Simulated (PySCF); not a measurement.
# PHF2 (difluorophosphine) at MP2/STO-6G

What is the energy change on altering one bond length of PHF2 (difluorophosphine) at MP2/STO-6G? 

The results are computed with PySCF 2.14.0.

12 further runs of the same task are left out: 6 that didn't finish, 6 set aside as unsound or not needed.

## Step 1: The molecule

PHF2: 4 atoms, total charge 0, spin state singlet. As SMILES, `FPF`. Geometry: relaxed at GFN2-xTB.

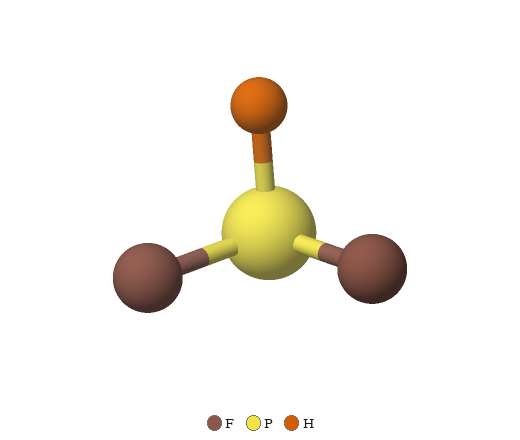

The structure, seen from a chosen angle (fluorine brown, phosphorus yellow, hydrogen orange).

## Step 2: A single-point energy at MP2/STO-6G

job.py

```python
from pyscf import gto, mp

mol = gto.Mole()
mol.atom = '''
F      2.268994     1.141168    -0.461188
P     -0.039306    -0.818289    -0.869274
F     -2.224510     1.257575    -0.369706
H     -0.005178    -1.580454     1.700168
'''
mol.basis = 'sto-6g'
mol.max_memory = 1860
mol.unit = 'bohr'
mol.verbose = 3
mol.build()

calc0 = mol.RHF()
calc0.conv_tol = 1e-10
calc0.kernel()
if not calc0.converged:
    calc0 = calc0.newton().run(calc0.mo_coeff, calc0.mo_occ)

pt = mp.MP2(calc0, frozen=7).run()
energy = pt.e_tot
print(f'total energy: {energy:.8f} hartree')
```

Run with:

```console
$ OMP_NUM_THREADS=1 python job.py
```

The log of the run:

```text
converged SCF energy = -538.02802777595
E(RMP2) = -538.092521992081  E_corr = -0.0644942161313262
E(SCS-RMP2) = -538.10015389661  E_corr = -0.0721261206607616
total energy: -538.09252199 hartree
```

It took 0.74 s on 1 thread of Arm Neoverse V2, shared host; peak memory 0.12 GiB.

## Step 3: The distorted shape, same level

input.py

```python
from pyscf import gto, scf, mp

mol = gto.M(
    atom='''
F      5.038906     3.492475     0.028507
P     -0.039306    -0.818289    -0.869274
F     -2.224510     1.257575    -0.369706
H     -0.005178    -1.580454     1.700168
''',
    basis='sto-6g',
    unit='bohr',
    spin=0,
    charge=0,
    verbose=3,
    max_memory=1860,
)

mf = scf.RHF(mol)
mf.conv_tol = 1e-10
mf.kernel()
if not mf.converged:
    mf = mf.newton().run(mf.mo_coeff, mf.mo_occ)

pt = mp.MP2(mf, frozen=7).run()
e_tot = pt.e_tot
print(f'total energy: {e_tot:.8f} hartree')
```

Run with:

```console
$ OMP_NUM_THREADS=1 python input.py
```

The log of the run:

```text
SCF not converged.
SCF energy = -537.684722256209
converged SCF energy = -537.684722256216
E(RMP2) = -537.978151543412  E_corr = -0.293429287196232
E(SCS-RMP2) = -538.029399729633  E_corr = -0.344677473417503
total energy: -537.97815154 hartree
```

Wall time 0.82 s (1 thread of Arm Neoverse V2, shared host); peak memory 0.12 GiB.

## Step 4: Results

At MP2/STO-6G, 7 core orbitals frozen:

| quantity | value |
| --- | --- |
| first shape: total energy | -538.09252 Eh |
| first shape: dipole moment (Hartree–Fock density) | 1.45 D |
| first shape: HOMO energy (Hartree–Fock orbitals) | -8.45 eV |
| first shape: LUMO energy (Hartree–Fock orbitals) | 10.78 eV |
| first shape: HOMO–LUMO gap (Hartree–Fock orbitals) | 19.23 eV |
| first shape: correlation energy (7 core orbitals frozen) | -64.5 mEh |
| distorted shape: total energy | -537.97815 Eh |
| distorted shape: dipole moment (Hartree–Fock density) | 3.78 D |
| distorted shape: HOMO energy (Hartree–Fock orbitals) | -3.57 eV |
| distorted shape: LUMO energy (Hartree–Fock orbitals) | 0.99 eV |
| distorted shape: HOMO–LUMO gap (Hartree–Fock orbitals) | 4.56 eV |
| distorted shape: correlation energy (7 core orbitals frozen) | -293.4 mEh |
| energy change with the F1–P2 bond stretched from 1.617 to 3.557 Å | 3.112 eV |

**Reading.** One bond (distorted shape) is far stretched, which a spin-restricted single reference describes badly; perturbation theory on it can break down and give far too much correlation. With the F1–P2 bond stretched from 1.617 to 3.557 Å the energy rises by 3.11 eV (300 kJ/mol). The first shape isn't relaxed at this level, so the change isn't measured from a minimum. A restricted reference can't describe the breaking bond well at this length. The minimal basis adds a large error of its own. Mulliken charges (first shape) of the mean-field density run from -0.30 on F1 to +0.75 on P2. Mulliken charges (distorted shape) of the mean-field density run from -0.26 on F3 to +0.60 on P2; they depend strongly on the basis.
